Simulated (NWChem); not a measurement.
# GaH2O2F (SMILES [OH][Ga]([OH])[F]): levels of theory compared

We compute a comparison of 5 runs (HF/STO-3G, HF/3-21G, B3LYP/6-31G*, MP2/6-31G**) of GaH2O2F. 

Program for the calculation: NWChem 7.3.0.

## 1. The system as given

GaH2O2F has 6 atoms, charge 0, and is taken as a singlet. As SMILES, `[OH][Ga]([OH])[F]`. The shape is that of a PBE0-D4/def2-TZVP optimisation. This is one conformer, not always the lowest.

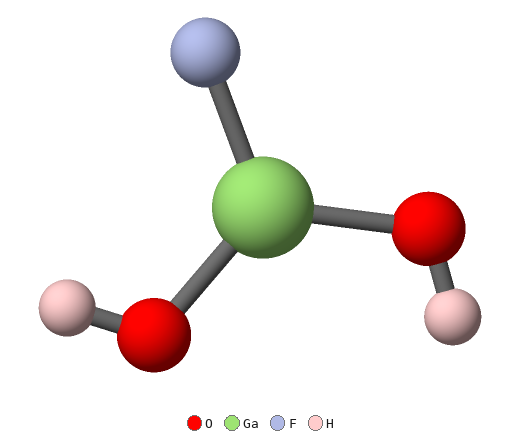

The structure, seen from a chosen angle (oxygen red, gallium green, fluorine light blue, hydrogen pink).

## 2. Energy and forces at HF/STO-3G (run 1)

File mymol.nw:

```
start mymol
memory 2200 mb
geometry units angstroms noautosym nocenter noautoz
  O     -0.297200     1.351000    -0.574800
  Ga    -0.068200    -0.342400    -0.117600
  O      0.794400    -0.842300     1.335300
  F     -0.722600    -1.588800    -1.144800
  H     -0.788800     1.459000    -1.392800
  H      1.124200    -0.100400     1.848500
end
basis spherical bse
  * library STO-3G
end
scf
  thresh 1e-08
  maxiter 80
end
task scf gradient
```

Run with:

```console
$ nwchem mymol.nw > mymol.out
```

Output:

```text
[...]
  functions       =    35
[...]
  wavefunction    = RHF
[...]
         Total SCF energy =  -2147.790854181859
      One-electron energy =  -3610.512778391622
      Two-electron energy =   1164.807531322398
 Nuclear repulsion energy =    297.914392887365
        Time for solution =      3.4s
[...]
                         RHF ENERGY GRADIENTS
    atom               coordinates                        gradient
                 x          y          z           x          y          z
   1 O      -0.561627   2.553020  -1.086214   -0.024387   0.070491  -0.043610
   2 Ga     -0.128879  -0.647042  -0.222232   -0.009009  -0.016305  -0.014225
   3 O       1.501198  -1.591716   2.523351    0.046839   0.007171   0.077337
   4 F      -1.365516  -3.002397  -2.163358   -0.020505  -0.038033  -0.032230
   5 H      -1.490616   2.757110  -2.632010    0.014943   0.000661   0.024700
   6 H       2.124430  -0.189728   3.493158   -0.007881  -0.023985  -0.011971
[...]
```

It took 5.1 s on 1 thread of AMD EPYC 7R43 (Zen 3), shared host; peak memory 0.098 GiB.

## 3. Energy and gradient at HF/3-21G (run 2)

File run.py:

```python
from ase import Atoms
from ase.calculators.nwchem import NWChem

mol = Atoms('OGaOFHH', positions=[
    [-0.297200, 1.351000, -0.574800],
    [-0.068200, -0.342400, -0.117600],
    [0.794400, -0.842300, 1.335300],
    [-0.722600, -1.588800, -1.144800],
    [-0.788800, 1.459000, -1.392800],
    [1.124200, -0.100400, 1.848500],
])

calc = NWChem(
    label='fgah2o2',
    theory='scf',
    memory='2200 mb',
    basis='3-21G',
    basispar='spherical bse',
    scf={'nopen': '0', 'rhf': None, 'thresh': '1e-08', 'maxiter': '80'},
)
mol.calc = calc

forces = mol.get_forces()
print("Total energy (eV):", round(mol.get_potential_energy(), 6))
print("forces (eV/A):")
for s, f in zip(mol.symbols, forces):
    print(f"{s:2s} {f[0]:10.5f} {f[1]:10.5f} {f[2]:10.5f}")
print("dipole (e A):", mol.get_dipole_moment().round(4))
```

Run with:

```console
$ export ASE_NWCHEM_COMMAND="nwchem PREFIX.nwi > PREFIX.nwo"
$ python run.py
```

Output:

```text
Total energy (eV): -58856.719999
forces (eV/A):
O     0.13534   -1.79535    0.30740
Ga   -0.12058   -0.70947   -0.16717
O    -0.78146    0.72623   -1.32885
F     0.58374    1.25830    0.90945
H    -0.13323    0.57798   -0.24755
H     0.31619   -0.05775    0.52672
dipole (e A): [-0.0127  0.4714 -0.0419]
```

The calculator wrote fgah2o2.nwi:

```
title "fgah2o2"

permanent_dir fgah2o2

scratch_dir fgah2o2

start fgah2o2

geometry units angstrom nocenter noautosym noautoz
  O  -2.9720000000000002e-01 1.3510000000000000e+00 -5.7479999999999998e-01
  Ga -6.8199999999999997e-02 -3.4239999999999998e-01 -1.1760000000000000e-01
  O  7.9440000000000000e-01 -8.4230000000000005e-01 1.3352999999999999e+00
  F  -7.2260000000000002e-01 -1.5888000000000000e+00 -1.1448000000000000e+00
  H  -7.8879999999999995e-01 1.4590000000000001e+00 -1.3928000000000000e+00
  H  1.1242000000000001e+00 -1.0040000000000000e-01 1.8485000000000000e+00
end

memory 2200 mb

basis spherical bse noprint
   * library 3-21G
end

scf
  nopen 0
  rhf
  thresh 1e-08
  maxiter 80
end

task scf gradient
```

fgah2o2.nwo:

```text
Northwest Computational Chemistry Package (NWChem) 7.3.0
             --------------------------------------------------------

           Job information
           ---------------

    nwchem branch   = 7.3.0
    use scalapack   = T
    input           = fgah2o2.nwi
    prefix          = fgah2o2.
    data base       = fgah2o2/fgah2o2.db
    status          = startup
    nproc           =        1

           Memory information
           ------------------

    heap     =     72089598 doubles =      550.0 Mbytes
    stack    =     72089595 doubles =      550.0 Mbytes
    global   =    144179200 doubles =     1100.0 Mbytes (distinct from heap & stack)
    total    =    288358393 doubles =     2200.0 Mbytes
    verify   = yes
    hardfail = no

[... 131 lines left out ...]
 Convergence threshold     :          1.000E-08
[... 12 lines left out ...]
       Final RHF  results
[... 3 lines left out ...]
      One-electron energy =  -3614.990872931065
[... 1 line left out ...]
 Nuclear repulsion energy =    297.914392887364
[... 47 lines left out ...]
                       ROHF Final Molecular Orbital Analysis
[... 267 lines left out ...]
                 ----------------------------------------
                 |  Time  |  1-e(secs)   |  2-e(secs)   |
                 ----------------------------------------
                 |  CPU   |       0.00   |       0.96   |
                 ----------------------------------------
                 |  WALL  |       0.00   |       0.96   |
                 ----------------------------------------

 Task  times  cpu:        3.7s     wall:        3.7s
 Total times  cpu:        3.7s     wall:        3.7s
```

Run time: 5.1 s. Hardware: 1 thread of AMD EPYC 7R43 (Zen 3), shared host; peak memory 0.098 GiB.

## 4. Energy and gradient at B3LYP/6-31G(d) (Cartesian functions) (run 3)

File test.nw:

```
start test
title "FGaH2O2"
memory 2200 mb
charge 0

geometry units atomic noautosym nocenter noautoz
   O     -0.56162660     2.55301999    -1.08621458
   Ga    -0.12887932    -0.64704223    -0.22223179
   O      1.50119843    -1.59171631     2.52335129
   F     -1.36551610    -3.00239687    -2.16335847
   H     -1.49061597     2.75711042    -2.63201055
   H      2.12443011    -0.18972850     3.49315874
end

basis cartesian
   * library 6-31G*
end

dft
   xc b3lyp
   grid xfine
   convergence energy 1e-08
   maxiter 100
   mulliken
   print low
end

task dft gradient
```

Run with:

```console
$ nwchem test.nw > test.out
```

Output:

```text
[...]
 d= 0,ls=0.0,diis     1  -2176.0577917326 -2.47D+03  2.35D-02  1.76D+00     3.0
[...]
 d= 0,ls=0.0,diis    10  -2176.1978169970 -4.84D-09  3.69D-07  1.07D-09    24.3
         Total DFT energy =    -2176.197816997000
      One electron energy =    -3625.607343284112
           Coulomb energy =     1255.089721784007
    Exchange-Corr. energy =     -103.594567042927
 Nuclear repulsion energy =      297.914371546032
[...]
      Total Density - Mulliken Population Analysis
     ---------------------------------------------
    Atom       Charge   Shell Charges
 -----------   ------   -------------------------------------------------------
    1 O    8     8.72   1.99  0.90  2.90  0.97  1.93  0.03
    2 Ga  31    30.00   2.00  1.99  6.00  1.95  5.99  0.90  0.97 -0.01  0.13  6.89  2.97  0.22
    3 O    8     8.72   1.99  0.90  2.90  0.97  1.92  0.03
    4 F    9     9.42   1.99  0.94  3.29  0.99  2.16  0.05
    5 H    1     0.57   0.47  0.10
    6 H    1     0.57   0.47  0.10
[...]
                         DFT ENERGY GRADIENTS
    atom               coordinates                        gradient
                 x          y          z           x          y          z
   1 O      -0.561627   2.553020  -1.086215   -0.004275  -0.008660  -0.006678
   2 Ga     -0.128879  -0.647042  -0.222232    0.002458   0.003334   0.003904
   3 O       1.501198  -1.591716   2.523351   -0.001259   0.010709  -0.002566
   4 F      -1.365516  -3.002397  -2.163358    0.000937   0.002281   0.001452
   5 H      -1.490616   2.757110  -2.632011    0.004769   0.000216   0.007890
   6 H       2.124430  -0.189729   3.493159   -0.002631  -0.007879  -0.004001
 Task  times  cpu:       33.2s     wall:       33.2s
 Total times  cpu:       33.2s     wall:       33.2s
```

It took 34 s on 1 thread of AMD EPYC 7R43 (Zen 3), shared host; peak memory 0.13 GiB.

Run 4 isn't shown in full; the table further down has it.

## 5. Energy and forces at MP2/6-31G(d,p) (spherical functions) (run 5)

File fgah2o2.nw:

```
start fgah2o2
title "FGaH2O2"
memory stack 880 mb heap 220 mb global 1100 mb
charge 0

geometry units angstroms noautosym nocenter noautoz
   O    -0.297200    1.351000   -0.574800
   Ga   -0.068200   -0.342400   -0.117600
   O     0.794400   -0.842300    1.335300
   F    -0.722600   -1.588800   -1.144800
   H    -0.788800    1.459000   -1.392800
   H     1.124200   -0.100400    1.848500
end

basis "ao basis" spherical bse
   * library 6-31G**
end

scf
   thresh 1e-08
   maxiter 80
end

mp2
   freeze core 12
   tight
end

task mp2 gradient
```

Run with:

```console
$ nwchem fgah2o2.nw > fgah2o2.out
```

Output:

```text
[...]
  functions       =    84
[...]
  wavefunction    = RHF
[...]
         Total SCF energy =  -2173.390425314023
      One-electron energy =  -3626.322065045219
      Two-electron energy =   1155.017246843832
 Nuclear repulsion energy =    297.914392887365
        Time for solution =     36.4s
[...]
          Total MP2 energy         -2174.176398709228
[...]
                         mp2 ENERGY GRADIENTS
    atom               coordinates                        gradient
                 x          y          z           x          y          z
   1 O      -0.561627   2.553020  -1.086214   -0.001631  -0.010421  -0.002225
   2 Ga     -0.128879  -0.647042  -0.222232    0.002785   0.003655   0.004430
   3 O       1.501198  -1.591716   2.523351   -0.003802   0.007323  -0.006630
   4 F      -1.365516  -3.002397  -2.163358    0.001561   0.003519   0.002430
   5 H      -1.490616   2.757110  -2.632010    0.002520   0.000081   0.004177
   6 H       2.124430  -0.189728   3.493158   -0.001432  -0.004157  -0.002182
[...]
```

Run time: 81 s. Hardware: 1 thread of AMD EPYC 7R43 (Zen 3), shared host; peak memory 0.27 GiB.

## 6. All runs side by side

```csv
run,level,Cartesian functions,iteration cap,energy (Eh),dipole moment (D),HOMO energy (eV),LUMO energy (eV),wall time
1,HF/STO-3G,no,80,-2147.790854,1.21,-7.96,6.55,5.1 s
2,HF/3-21G,no,80,-2162.944583,2.27,-13.05,2.31,5.1 s
3,B3LYP/6-31G* (Cartesian functions),yes,100,-2176.197817,–,–,–,34 s
4,B3LYP/6-31G* (spherical functions),no,100,-2176.186753,1.96,–,–,27 s
5,MP2/6-31G** (spherical functions),no,80,-2174.176399,1.96,-13.66,1.80,81 s
```

## 7. Summary of results

| quantity | value |
| --- | --- |
| run 5: total energy | -2174.17640 Eh |
| run 5: dipole moment (of the density that the program reports) | 1.96 D |
| run 5: HOMO energy (Hartree–Fock orbitals) | -13.66 eV |
| run 5: LUMO energy (Hartree–Fock orbitals) | 1.80 eV |
| run 5: HOMO–LUMO gap (Hartree–Fock orbitals) | 15.45 eV |
| run 5: correlation energy (12 core orbitals frozen) | -786.0 mEh |
| run 5: largest force on an atom | 0.554 eV/Å |

**Reading.** Over runs 1, 2, 4, 5 the dipole moment (its size) runs from 1.21 D (HF/STO-3G) to 2.27 D (HF/3-21G). In run 1 the basis is minimal, so the values are rough. All runs together took 2.5 min, the longest 81 s.
